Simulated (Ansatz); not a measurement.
# Run report: AlH2O2F3, phonon calculation

AlH2O2F3, computed with RKS r2SCAN/def2-SVP (Ansatz 0.2.0).

It belongs to a series of runs on one base structure; here: vibrations at the highest image of the band.

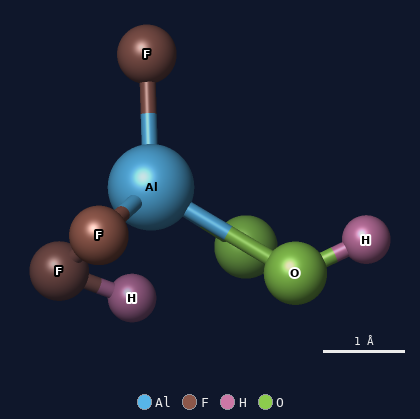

Fig. 1: The structure as given in the input (ball-and-stick view, seen at a tilt). Sticks mark near contacts.

**Summary**

| quantity | value |
| --- | --- |
| outcome | converged |
| total energy | −18859.4725 eV |
| mean-field energy | −18859.4725 eV |
| largest force (length of the vector) | 0.008 eV/Å |
| hardware | 2 threads of Arm Neoverse V1, 24 GiB of memory available, shared host |
| wall time | 92 s (CPU time 3 min) |
| peak memory | 0.15 GiB |

**Input file**
```yaml
crystal:
  periodic: [false, false, false]
  atoms:
    - { symbol: Al, position_ang: [-0.684611, 0.032063, -0.251265] }
    - { symbol: F, position_ang: [-0.571247, -1.623532, 0.808501] }
    - { symbol: F, position_ang: [-1.1903, -0.171505, -1.81504] }
    - { symbol: F, position_ang: [-1.705226, 0.848916, 0.767746] }
    - { symbol: H, position_ang: [0.393202, -1.36189, 0.80365] }
    - { symbol: O, position_ang: [1.118501, -0.33635, -0.139322] }
    - { symbol: O, position_ang: [1.024789, 1.106817, 0.245031] }
    - { symbol: H, position_ang: [1.614989, 1.50538, -0.419301] }
basis:
  gaussian: { orbitals: def2-SVP }
hamiltonian:
  xc: r2scan
phonons: {}
```

Launch command:
```bash
ansatz run input.yaml --threads 2 --pin off --max-ram 3072MiB --backend cpu --events-out ev --progress --plain --runs-dir out
```

**What the program printed**
```
Engine: ansatz 0.2.0, aarch64-unknown-linux-gnu
Functional definition: r2SCAN
  parameter k0 = 0.174
  parameter k1 = 0.065
  parameter a1 = 4.9479
  exchange = r2scan_x(k0 = k0, k1 = k1, a1 = a1)
  correlation = r2scan_c
1039 factors; their error is unknown
mean field evaluation 1: about -18853.3908 eV, gradient 6.2e1 eV
mean field evaluation 2: about -18843.3948 eV, gradient 1.0e2 eV
mean field evaluation 4: about -18859.4845 eV, gradient 4.5e0 eV
mean field evaluation 8: about -18859.4725 eV, gradient 1.1e-1 eV
mean field evaluation 16: about -18859.4725 eV, gradient 1.9e-5 eV
mean field -18859.47248934 eV, -693.0728305737 hartree, gradient 1.9e-5 eV, S^2 0.000000; 0 other end points of the search recorded, 0 dependent functions left out
the calculation of the forces begins
reference -18859.47250195 eV, -693.0728310371 hartree; 29, 29 occupied and 69, 69 virtual orbitals, 1039 factors
these checks for a lower state are left out or cut short: stability, starts, cluster_reference, orbital_swaps, neighbouring_geometries, increment
1039 factors; their error is unknown
mean field -18859.47238002 eV, -693.0728265562 hartree, gradient 9.7e-7 eV, S^2 0.000000; 0 other end points of the search recorded, 0 dependent functions left out
[... from here on the field's lines of each further geometry are left out, up to the last ...]
the calculation of the forces begins
reference -18859.47243680 eV, -693.0728286429 hartree; 29, 29 occupied and 69, 69 virtual orbitals, 1039 factors
these checks for a lower state are left out or cut short: stability, starts, cluster_reference, orbital_swaps, neighbouring_geometries, increment
1039 factors; their error is unknown
mean field -18859.47240649 eV, -693.0728275289 hartree, gradient 2.4e-6 eV, S^2 0.000000; 0 other end points of the search recorded, 0 dependent functions left out
the calculation of the forces begins
reference -18859.47241910 eV, -693.0728279923 hartree; 29, 29 occupied and 69, 69 virtual orbitals, 1039 factors
WARN: phonons: modes at or below zero, which the zero-point energy, F, S and C_V leave out: 1, the lowest at -114.09 cm⁻¹. A minimum has none, and a first-order saddle one
Total energy: -18859.47250195 eV, -693.0728310371 hartree
Atom 0 at    -0.684611     0.032063    -0.251265 Å, force    -0.000652    -0.000129    -0.005374 eV/Å
Atom 1 at    -0.571247    -1.623532     0.808501 Å, force    -0.007665    -0.002391     0.001355 eV/Å
Atom 2 at    -1.190300    -0.171505    -1.815040 Å, force    -0.001093    -0.000561     0.001799 eV/Å
Atom 3 at    -1.705226     0.848916     0.767746 Å, force     0.000931     0.000170     0.000215 eV/Å
Atom 4 at     0.393202    -1.361890     0.803650 Å, force     0.006153    -0.002722     0.001792 eV/Å
Atom 5 at     1.118501    -0.336350    -0.139322 Å, force     0.000584     0.003698    -0.000952 eV/Å
Atom 6 at     1.024789     1.106817     0.245031 Å, force     0.003851     0.003573    -0.002435 eV/Å
Atom 7 at     1.614989     1.505380    -0.419301 Å, force    -0.002108    -0.001638     0.003601 eV/Å
Dipole moment:     0.691132     0.056183     0.050249 e Å
Vibrations: -114.09 77.46 176.19 216.40 225.46 246.66 285.00 377.29 509.55 596.20 815.27 875.56 940.15 982.58 1023.33 1267.16 2812.92 3747.74 cm⁻¹, zero-point energy 0.940726 eV
```

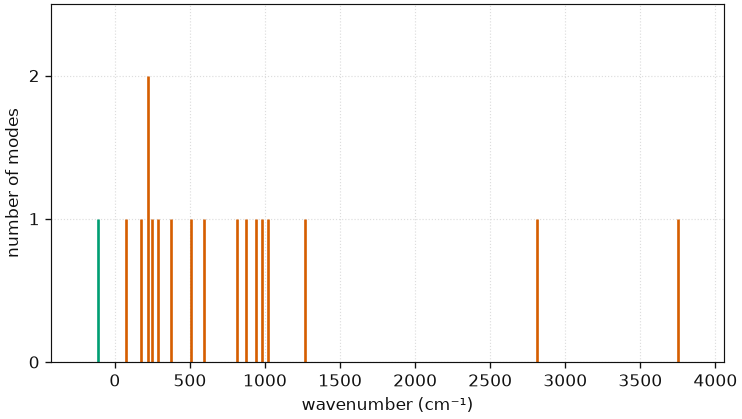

Fig. 2: Harmonic vibrational wavenumbers from the force constants; neighbouring modes closer than 18 cm⁻¹ are counted in one stick, and imaginary ones are drawn at negative wavenumbers. 18 modes from 114i to 3748 cm⁻¹, 1 imaginary beyond 8i (114i cm⁻¹): a first-order saddle point, if the geometry is stationary.
